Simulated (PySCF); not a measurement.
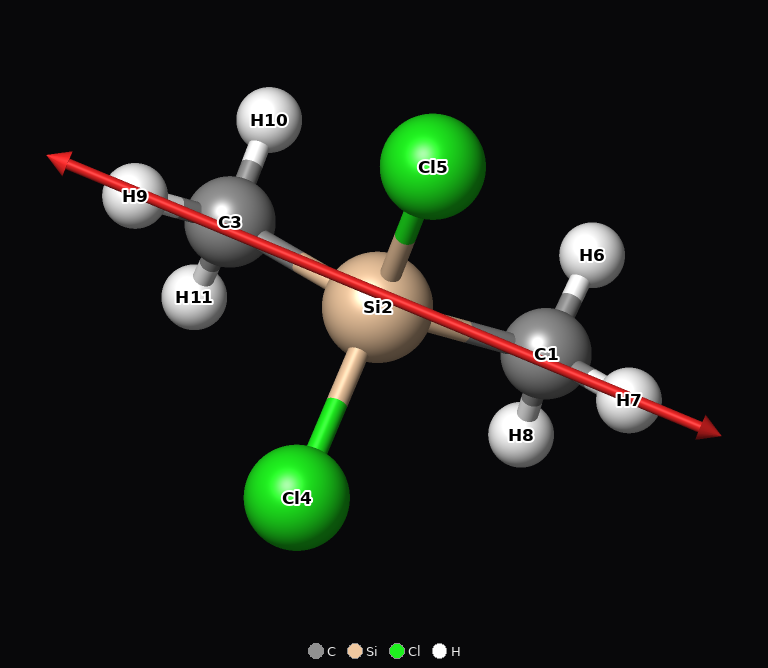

The double arrow shows the direction of the transition dipole to excited singlet state 1 (its length means nothing). Computed geometry: PBE0-D3(BJ)/def2-SVP optimisation. No frequency run is at hand to confirm it as a minimum. Level of theory: TDDFT PBE0/def2-SVPD, vertical, gas phase, core orbitals frozen in the response (PySCF 2.14.0).

Give its energy, strength and character.

Answer. 7.77 eV (160 nm), oscillator strength 0.069, mainly HOMO → LUMO (weight 0.64); transition dipole 1.53 D.
